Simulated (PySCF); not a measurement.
## Electronic structure of C₆H₈O₂Si in real space

The calculation's input:

```
{"job": {"kind": "nmr", "xc": "PBE0", "basis": "pcSseg-1"}, "charge": 0, "multiplicity": 1}
C      2.644655    -0.025207    -0.624511
C      1.308996    -0.690180    -0.294294
Si     0.209873     0.374370     0.828212
C     -0.927887     1.749037     0.017992
O     -0.811025     2.794673    -0.565611
C     -2.139253     0.960757     0.331798
C     -1.647480    -0.130358     0.951580
C     -2.329687    -1.288495     1.490049
O     -2.050146    -2.436046     1.250563
H      3.212168     0.173777     0.281125
H      2.487114     0.918272    -1.140759
H      3.241580    -0.670809    -1.265351
H      0.781463    -0.913150    -1.224565
H      1.496754    -1.649414     0.191855
H      0.814044     0.681405     2.125653
H     -3.159689     1.199104     0.075110
H     -3.138477    -1.035705     2.210707
```

Command:

```sh
OMP_NUM_THREADS=1 python probes_run.py task.json out
```

Geometry: GFN2-xTB.

Theory: PySCF 2.14.0, PBE0/pcSseg-1, SCF density, gas phase, non-relativistic.

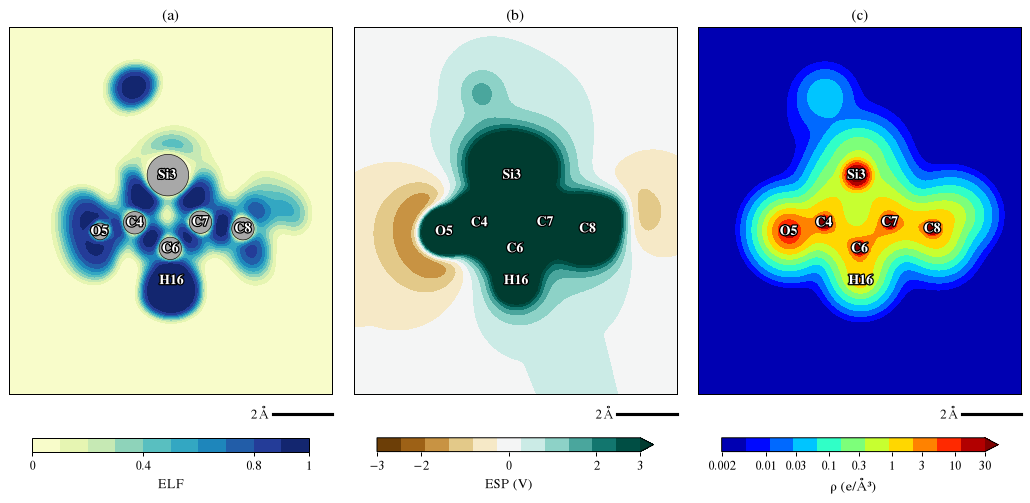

Figure 1. (a) ELF; (b) molecular electrostatic potential; (c) total electron density on the plane of atoms O5, C4 and C6. Grey discs cover the atomic cores in the ELF map.

> Interpret the plot.

- The section cuts through Si, C, O and H sites.
- C–O (1.20 Å): ρ is about 3.3 e/Å³ halfway; the ELF peaks at about 0.85 between the atoms (a multiple bond).
- C–C (1.35 Å): ρ is about 2.2 e/Å³ halfway; the ELF peaks at about 0.90 between the atoms, as expected for localised, covalent bonding.
- C–H (1.08 Å): the density is about 2.1 e/Å³ at the midpoint; the ELF climbs to about 1 towards the hydrogen, as it does in any bond to H (an ordinary covalent bond to hydrogen).
- C–C (1.45 Å): ρ at the midpoint is about 1.9 e/Å³; the ELF peaks at about 0.95 between the atoms, as expected for a covalent bond.
- C–Si (1.96 Å): ρ at the midpoint is about 0.84 e/Å³; the ELF peaks at about 0.95 between the atoms; a covalent bond.
- The ELF also peaks beside O5, away from the bonds: lone-pair regions.
- Outside the dense part of the molecule the potential is most negative (−1.9 V) near O5.

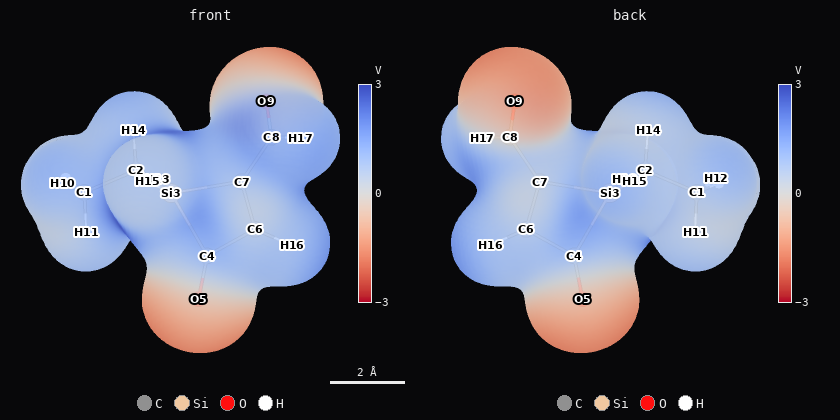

Figure 2. The molecular electrostatic potential painted on the density surface at 0.004 e/bohr³, seen from the front and from behind; the colour scale runs from red (negative) to blue (positive).

> Describe the electrostatic potential map.

The most negative region (about −1.7 V, or −39 kcal/mol for a unit charge) lies over O5 and O9, the most positive (about +2.5 V, or +58 kcal/mol for a unit charge) over Si3.

> How polar is the molecule by this calculation?

Its dipole moment is 1.15 D.
